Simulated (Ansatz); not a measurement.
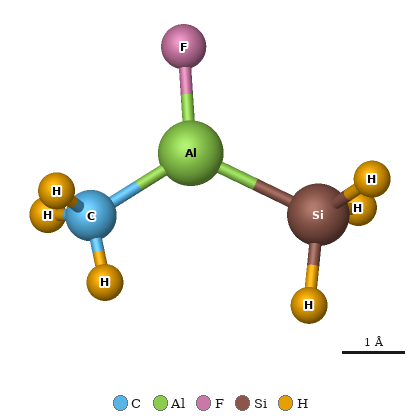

*The structure as given in the input (ball-and-stick view, seen at a tilt). Sticks mark near contacts.*

Geometry relaxation, with input and output: CH6AlFSi

CH6AlFSi, computed with RKS PBE0-D4/def2-SVP (Ansatz 0.2.0).

It belongs to a series of runs on one base structure; here: end point A relaxed.

## Input file
```yaml
crystal:
  periodic: [false, false, false]
  atoms:
    - { symbol: C, position_ang: [0.0489, 1.3198, -1.2911] }
    - { symbol: Al, position_ang: [0.7607, 0.2625, 0.1693] }
    - { symbol: F, position_ang: [2.3925, 0.6035, 0.7654] }
    - { symbol: Si, position_ang: [-0.4377, -1.4684, 1.1118] }
    - { symbol: H, position_ang: [0.642, 1.2629, -2.222] }
    - { symbol: H, position_ang: [-1.0238, 1.0232, -1.5373] }
    - { symbol: H, position_ang: [-0.014, 2.4296, -0.9836] }
    - { symbol: H, position_ang: [0.2342, -2.7386, 0.9301] }
    - { symbol: H, position_ang: [-0.703, -1.2043, 2.592] }
    - { symbol: H, position_ang: [-1.8166, -1.5414, 0.4682] }
basis:
  gaussian: { orbitals: def2-SVP }
hamiltonian:
  xc: pbe0
  dispersion: d4
relax:
  f_tol: 0.015
  max_steps: 40
```

Launch command:
```bash
ansatz run input.yaml --threads 2 --pin off --max-ram 3072MiB --backend cpu --events-out ev --progress --plain --runs-dir out
```

## The program's output
```
The last accepted step is kept in [file] (removed where the run ends without a failure and the disk answers)
Engine: ansatz 0.2.0, aarch64-unknown-linux-gnu
Functional definition: PBE0
  parameter a = 0.25
  parameter kappa = 0.804
  parameter beta = 0.06672455060314922
  exchange = (1 - a)*pbe_x(kappa = kappa, mu = beta*pi^2/3) + a*exact_x
  correlation = pbe_c(beta = beta)
972 factors; integrals over basis functions are off by at most 4.6e-4 eV
mean field evaluation 1: about -18303.8662 eV, gradient 5.3e1 eV
mean field evaluation 2: about -18298.0712 eV, gradient 7.6e1 eV
mean field evaluation 4: about -18309.9337 eV, gradient 2.9e0 eV
mean field evaluation 8: about -18309.9603 eV, gradient 5.2e-2 eV
mean field evaluation 16: about -18309.9603 eV, gradient 1.3e-5 eV
mean field -18309.96027392 eV, -672.8786291298 hartree, gradient 1.3e-5 eV, S^2 0.000000; 0 other end points of the search recorded, 0 dependent functions left out
the calculation of the forces begins
reference -18309.96030476 eV, -672.8786302629 hartree; 24, 24 occupied and 70, 70 virtual orbitals, 972 factors
relax step   1: F+E_penalty+E_count = -18310.10606720 eV  Δ(F+E_penalty+E_count) = +0.000e0 eV  max|allowed force component| = 2.605e0 eV/Å  Δτ_max = 0.0000 Å  (24 SCF iters, accepted)
these checks for a lower state are left out or cut short: starts, cluster_reference, orbital_swaps, neighbouring_geometries, increment
972 factors; integrals over basis functions are off by at most 5.3e-4 eV
mean field -18310.24537097 eV, -672.8891062532 hartree, gradient 8.9e-6 eV, S^2 0.000000; 0 other end points of the search recorded, 0 dependent functions left out
the calculation of the forces begins
reference -18310.24540235 eV, -672.8891074064 hartree; 24, 24 occupied and 70, 70 virtual orbitals, 972 factors
relax step   2: F+E_penalty+E_count = -18310.38776888 eV  Δ(F+E_penalty+E_count) = -2.817e-1 eV  max|allowed force component| = 1.388e0 eV/Å  Δτ_max = 0.1704 Å  (28 SCF iters, accepted)
these checks for a lower state are left out or cut short: starts, cluster_reference, orbital_swaps, neighbouring_geometries, increment
972 factors; integrals over basis functions are off by at most 5.4e-4 eV
mean field -18310.29670990 eV, -672.8909929239 hartree, gradient 6.8e-6 eV, S^2 0.000000; 0 other end points of the search recorded, 0 dependent functions left out
the calculation of the forces begins
reference -18310.29674152 eV, -672.8909940858 hartree; 24, 24 occupied and 70, 70 virtual orbitals, 972 factors
relax step   3: F+E_penalty+E_count = -18310.43906318 eV  Δ(F+E_penalty+E_count) = -5.129e-2 eV  max|allowed force component| = 1.562e-1 eV/Å  Δτ_max = 0.0787 Å  (28 SCF iters, accepted)
these checks for a lower state are left out or cut short: starts, cluster_reference, orbital_swaps, neighbouring_geometries, increment
972 factors; integrals over basis functions are off by at most 5.3e-4 eV
mean field evaluation 32: about -18310.2947 eV, gradient 1.3e-2 eV
mean field -18310.30237410 eV, -672.8912010796 hartree, gradient 5.9e-6 eV, S^2 0.000000; 0 other end points of the search recorded, 0 dependent functions left out
the calculation of the forces begins
reference -18310.30240572 eV, -672.8912022413 hartree; 24, 24 occupied and 70, 70 virtual orbitals, 972 factors
relax step   4: F+E_penalty+E_count = -18310.44478545 eV  Δ(F+E_penalty+E_count) = -5.722e-3 eV  max|allowed force component| = 7.562e-2 eV/Å  Δτ_max = 0.0601 Å  (26 SCF iters, accepted)
these checks for a lower state are left out or cut short: starts, cluster_reference, orbital_swaps, neighbouring_geometries, increment
972 factors; integrals over basis functions are off by at most 5.2e-4 eV
mean field -18310.30349241 eV, -672.8912421767 hartree, gradient 1.9e-5 eV, S^2 0.000000; 0 other end points of the search recorded, 0 dependent functions left out
the calculation of the forces begins
reference -18310.30352401 eV, -672.8912433380 hartree; 24, 24 occupied and 70, 70 virtual orbitals, 972 factors
relax step   5: F+E_penalty+E_count = -18310.44585277 eV  Δ(F+E_penalty+E_count) = -1.067e-3 eV  max|allowed force component| = 3.598e-2 eV/Å  Δτ_max = 0.0189 Å  (22 SCF iters, accepted)
these checks for a lower state are left out or cut short: starts, cluster_reference, orbital_swaps, neighbouring_geometries, increment
972 factors; integrals over basis functions are off by at most 5.1e-4 eV
mean field -18310.30445891 eV, -672.8912776949 hartree, gradient 6.3e-6 eV, S^2 0.000000; 0 other end points of the search recorded, 0 dependent functions left out
the calculation of the forces begins
reference -18310.30449050 eV, -672.8912788556 hartree; 24, 24 occupied and 70, 70 virtual orbitals, 972 factors
relax step   6: F+E_penalty+E_count = -18310.44670376 eV  Δ(F+E_penalty+E_count) = -8.510e-4 eV  max|allowed force component| = 2.262e-2 eV/Å  Δτ_max = 0.0372 Å  (27 SCF iters, accepted)
these checks for a lower state are left out or cut short: starts, cluster_reference, orbital_swaps, neighbouring_geometries, increment
972 factors; integrals over basis functions are off by at most 5.1e-4 eV
mean field -18310.30503457 eV, -672.8912988499 hartree, gradient 6.3e-6 eV, S^2 0.000000; 0 other end points of the search recorded, 0 dependent functions left out
the calculation of the forces begins
reference -18310.30506616 eV, -672.8913000108 hartree; 24, 24 occupied and 70, 70 virtual orbitals, 972 factors
relax step   7: F+E_penalty+E_count = -18310.44711358 eV  Δ(F+E_penalty+E_count) = -4.098e-4 eV  max|allowed force component| = 8.673e-3 eV/Å  Δτ_max = 0.0189 Å  (27 SCF iters, accepted)
972 factors; integrals over basis functions are off by at most 5.1e-4 eV
mean field evaluation 64: about -18310.2960 eV, gradient 4.8e-1 eV
```

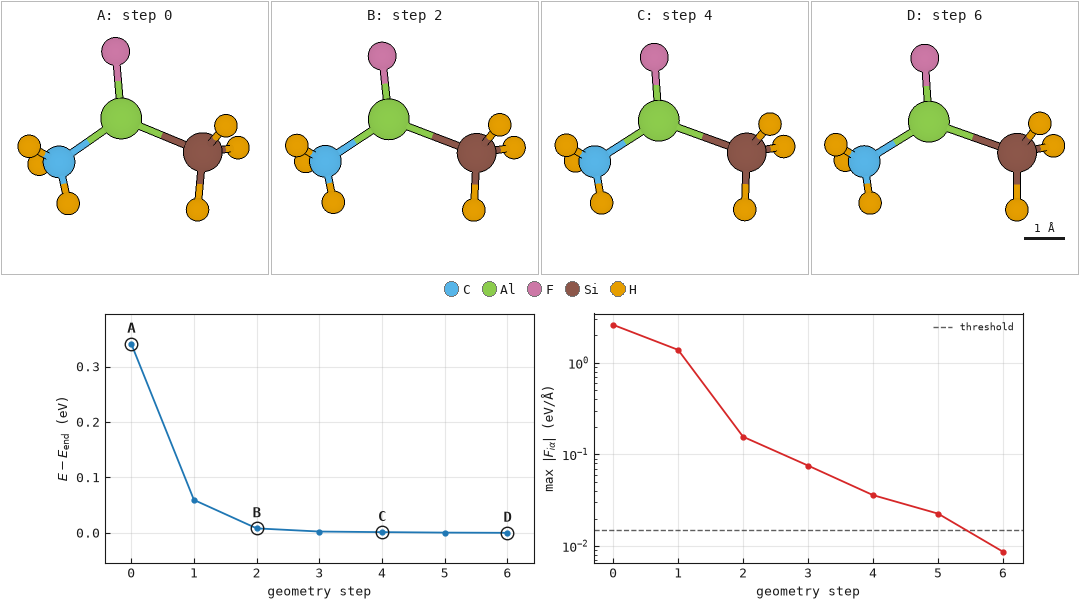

*Frames of the relaxation (ball-and-stick view, seen at a tilt) above the curves, on which the letters mark them (the first geometry is step 0 here and step 1 in the log).*

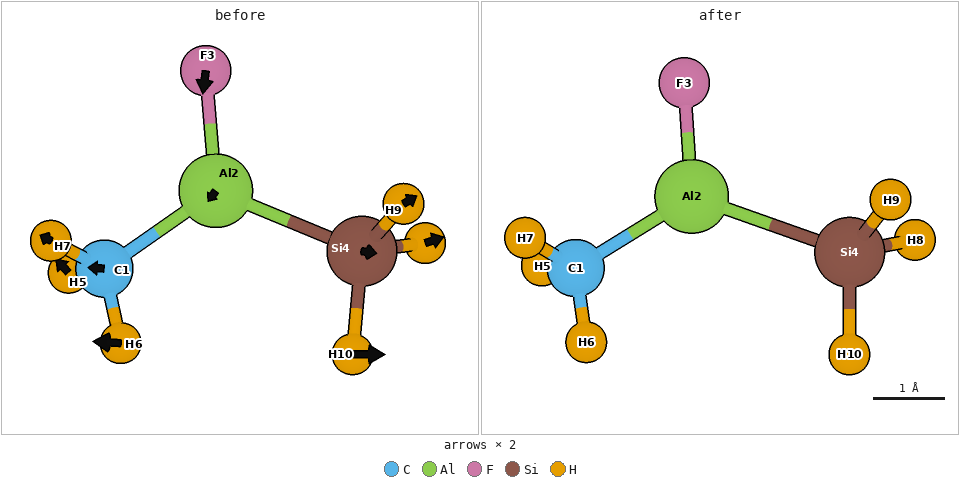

*Before (left) and after (right) the relaxation, at one scale (ball-and-stick view, seen at a tilt). The black arrows give the displacements, magnified 2 times.*

The atom that moves furthest after the best rigid fit is H10 (0.24 Å). Largest moves by element: H 0.24 Å, F 0.18 Å, C 0.12 Å, Si 0.12 Å, Al 0.10 Å. Distances before and after: Al2–Si4 2.307 → 2.449 Å, Al2–F3 1.770 → 1.675 Å, Si4–H8 1.448 → 1.499 Å, C1–H7 1.153 → 1.103 Å. Among the angles that change: C1–Al2–Si4 121.8° → 127.7°, F3–Al2–Si4 119.1° → 115.2°, Al2–C1–H5 114.2° → 110.7°. Over 6 geometry steps the energy falls by 0.341 eV. Largest force component: 2.6 eV/Å at the start, 0.0087 eV/Å at the end. (Atoms are counted from 1 in the order of the input.)

```
mean field -18310.30503457 eV, -672.8912988499 hartree, gradient 6.3e-6 eV, S^2 0.000000; 1 other end points of the search recorded, 0 dependent functions left out
the calculation of the forces begins
reference -18310.30506616 eV, -672.8913000108 hartree; 24, 24 occupied and 70, 70 virtual orbitals, 972 factors
Total energy: -18310.44714517 eV, -672.8965213182 hartree
Atom 0 at     0.062890     1.431281    -1.345686 Å, force    -0.001280     0.007274    -0.008673 eV/Å
Atom 1 at     0.699460     0.294486     0.095957 Å, force     0.003090    -0.004217     0.005573 eV/Å
Atom 2 at     2.244103     0.588723     0.672623 Å, force    -0.001926     0.001612    -0.002693 eV/Å
Atom 3 at    -0.492668    -1.541362     1.193188 Å, force    -0.002762    -0.005685     0.003703 eV/Å
Atom 4 at     0.735939     1.368552    -2.217727 Å, force     0.001177    -0.000863     0.001520 eV/Å
Atom 5 at    -0.952773     1.168960    -1.680461 Å, force    -0.000487     0.001799    -0.001759 eV/Å
Atom 6 at     0.054313     2.488890    -1.031091 Å, force     0.000851    -0.000159     0.001432 eV/Å
Atom 7 at     0.245172    -2.837018     1.040131 Å, force     0.000146     0.001005     0.000245 eV/Å
Atom 8 at    -0.650813    -1.286074     2.661621 Å, force     0.000440    -0.000134    -0.000544 eV/Å
Atom 9 at    -1.862423    -1.727636     0.614246 Å, force     0.000753    -0.000632     0.001196 eV/Å
Dipole moment:    -0.261539     0.095362    -0.236580 e Å
```

## Trajectory as extended XYZ (Å, eV, eV/Å), 7 frames, from step=1 to step=7
```
10
Properties=species:S:1:pos:R:3:forces:R:3 step=1 energy=-18310.10607
C     0.0489    1.3198   -1.2911   -1.1454   1.2359   0.1058
Al    0.7607    0.2625    0.1693    2.6045   1.3974  -0.0010
F     2.3925    0.6035    0.7654   -2.0305  -0.3991  -0.7364
Si   -0.4377   -1.4684    1.1118   -1.6026  -0.0445   1.0577
H     0.6420    1.2629   -2.2220   -0.0380   0.0757   0.1020
H    -1.0238    1.0232   -1.5373    1.0898   0.1774   0.2190
H    -0.0140    2.4296   -0.9836    0.2065  -1.3037  -0.4498
H     0.2342   -2.7386    0.9301    0.3720  -0.9016  -0.0083
H    -0.7030   -1.2043    2.5920    0.1527  -0.2068  -0.3909
H    -1.8166   -1.5414    0.4682    0.3911  -0.0306   0.1019
10
Properties=species:S:1:pos:R:3:forces:R:3 step=2 energy=-18310.38777
C     0.0648    1.4037   -1.3406   -0.4525   0.3553   0.0125
Al    0.7319    0.2882    0.1024    1.3882   0.3955   0.4613
F     2.3086    0.6250    0.7175   -1.1649  -0.2355  -0.4868
Si   -0.4558   -1.5273    1.1888   -0.4062   0.0671   0.1630
H     0.6769    1.3586   -2.2570    0.0295  -0.0532   0.0477
H    -0.9737    1.1082   -1.6086    0.3122   0.0912   0.0224
H     0.0271    2.4789   -1.0396    0.0599  -0.4272  -0.0687
H     0.1915   -2.8547    1.0474    0.1679  -0.2017  -0.0821
H    -0.6825   -1.3174    2.6633    0.0364   0.0618  -0.1522
H    -1.8055   -1.6144    0.5294    0.0294  -0.0532   0.0830
10
Properties=species:S:1:pos:R:3:forces:R:3 step=3 energy=-18310.43906
C     0.0638    1.4082   -1.3258    0.0089  -0.0964  -0.0326
Al    0.7518    0.3076    0.1207    0.0553  -0.0323  -0.0327
F     2.3056    0.6511    0.6549   -0.1379  -0.0802   0.0171
Si   -0.4902   -1.5338    1.1845    0.0976   0.0078  -0.0553
H     0.7018    1.3553   -2.2237    0.0343  -0.0269   0.0145
H    -0.9535    1.1104   -1.6182   -0.0624  -0.0059  -0.0258
H     0.0321    2.4656   -1.0289   -0.0037   0.1562   0.0493
H     0.2049   -2.8565    1.0293   -0.0077   0.0685   0.0195
H    -0.6850   -1.2872    2.6477   -0.0039  -0.0143   0.0394
H    -1.8481   -1.6719    0.5622    0.0195   0.0235   0.0065
10
Properties=species:S:1:pos:R:3:forces:R:3 step=4 energy=-18310.44478
C     0.0589    1.4175   -1.3373    0.0210  -0.0391  -0.0166
Al    0.7305    0.2970    0.1024   -0.0756  -0.0304   0.0174
F     2.2697    0.6083    0.6773    0.0606   0.0167   0.0063
Si   -0.4806   -1.5345    1.1930    0.0115   0.0025  -0.0592
H     0.7125    1.3620   -2.2242    0.0094  -0.0047   0.0028
H    -0.9585    1.1339   -1.6479   -0.0131   0.0005  -0.0071
H     0.0365    2.4753   -1.0294    0.0014   0.0497   0.0180
H     0.2255   -2.8492    1.0364   -0.0133   0.0320   0.0073
H    -0.6720   -1.2918    2.6584    0.0099   0.0045   0.0133
H    -1.8392   -1.6696    0.5741   -0.0118  -0.0317   0.0179
10
Properties=species:S:1:pos:R:3:forces:R:3 step=5 energy=-18310.44585
C     0.0594    1.4202   -1.3382    0.0057   0.0095   0.0006
Al    0.7245    0.2982    0.1035   -0.0360  -0.0140  -0.0033
F     2.2678    0.6025    0.6748    0.0223   0.0100   0.0001
Si   -0.4833   -1.5338    1.1907   -0.0170  -0.0042  -0.0134
H     0.7182    1.3622   -2.2213    0.0051  -0.0009   0.0039
H    -0.9576    1.1394   -1.6543    0.0065   0.0057  -0.0002
H     0.0386    2.4797   -1.0300    0.0020  -0.0047  -0.0019
H     0.2284   -2.8438    1.0374    0.0078   0.0059  -0.0008
H    -0.6675   -1.2904    2.6576    0.0073   0.0062   0.0042
H    -1.8453   -1.6853    0.5827   -0.0038  -0.0135   0.0107
10
Properties=species:S:1:pos:R:3:forces:R:3 step=6 energy=-18310.44670
C     0.0632    1.4253   -1.3405   -0.0226   0.0220  -0.0223
Al    0.7081    0.2945    0.1014    0.0179   0.0215  -0.0191
F     2.2538    0.5974    0.6705   -0.0070  -0.0106   0.0077
Si   -0.4922   -1.5378    1.1895   -0.0042  -0.0186   0.0187
H     0.7297    1.3646   -2.2178    0.0062  -0.0033   0.0074
H    -0.9534    1.1570   -1.6683   -0.0003  -0.0023  -0.0037
H     0.0484    2.4842   -1.0302    0.0094  -0.0025   0.0051
H     0.2401   -2.8364    1.0385   -0.0003  -0.0058  -0.0056
H    -0.6545   -1.2862    2.6578   -0.0071   0.0018   0.0048
H    -1.8601   -1.7136    0.6019    0.0081  -0.0022   0.0069
10
Properties=species:S:1:pos:R:3:forces:R:3 step=7 energy=-18310.44711
C     0.0629    1.4313   -1.3457   -0.0013   0.0073  -0.0087
Al    0.6995    0.2945    0.0960    0.0031  -0.0042   0.0056
F     2.2441    0.5887    0.6726   -0.0019   0.0016  -0.0027
Si   -0.4927   -1.5414    1.1932   -0.0028  -0.0057   0.0037
H     0.7359    1.3686   -2.2177    0.0012  -0.0009   0.0015
H    -0.9528    1.1690   -1.6805   -0.0005   0.0018  -0.0018
H     0.0543    2.4889   -1.0311    0.0009  -0.0002   0.0014
H     0.2452   -2.8370    1.0401    0.0001   0.0010   0.0002
H    -0.6508   -1.2861    2.6616    0.0004  -0.0001  -0.0005
H    -1.8624   -1.7276    0.6142    0.0008  -0.0006   0.0012
```

## Summary

- outcome: converged
- total energy: −18310.4471 eV
- mean-field energy: −18310.3051 eV
- largest force (length of the vector) at the end: 0.011 eV/Å
- hardware: 2 threads of Arm Neoverse V2, 24 GiB of memory available, shared host
- wall time: 15 s (CPU time 28 s)
- peak memory: 0.18 GiB
